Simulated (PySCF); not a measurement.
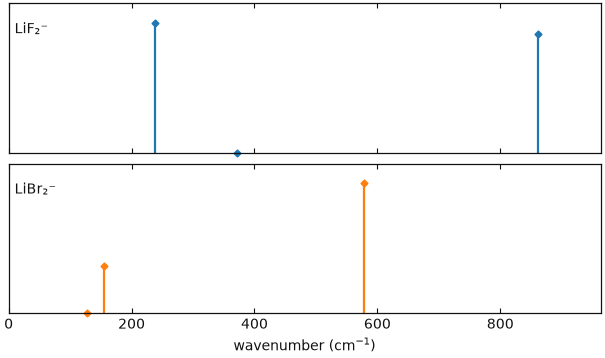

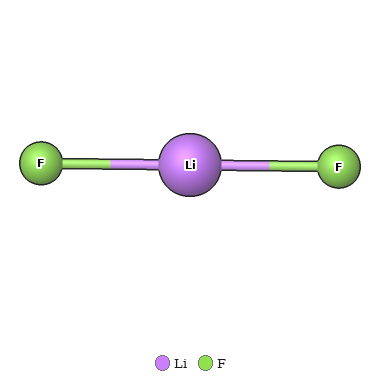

Harmonic infrared lines of LiF₂⁻ and LiBr₂⁻, all D∞h singlets, each the lowest point that its search found (LiF₂⁻ is drawn); the ligand atom changes down one group of the periodic table. PBE0/def2-TZVPD, PySCF, unscaled, no spin-orbit coupling; each panel is scaled to its strongest line, degenerate modes are one line with their intensities summed, and dots on the axis are modes too weak to show or inactive.

Q: How do the bond length and the stretches change along the series?

A: Mean bond length: LiF₂⁻ 1.688, LiBr₂⁻ 2.315 Å, rising down the group. Highest σu+ mode: LiF₂⁻ 861, LiBr₂⁻ 578 cm⁻¹, falling down the group.

Q: Give the modes by symmetry (cm⁻¹).

A:
```tsv
symmetry	LiF₂⁻	LiBr₂⁻
πu	237.7	154.9
σg+	370.8	127.0
σu+	861.0	578.2
```

Caveats, for all or some of the runs: no scalar relativity.
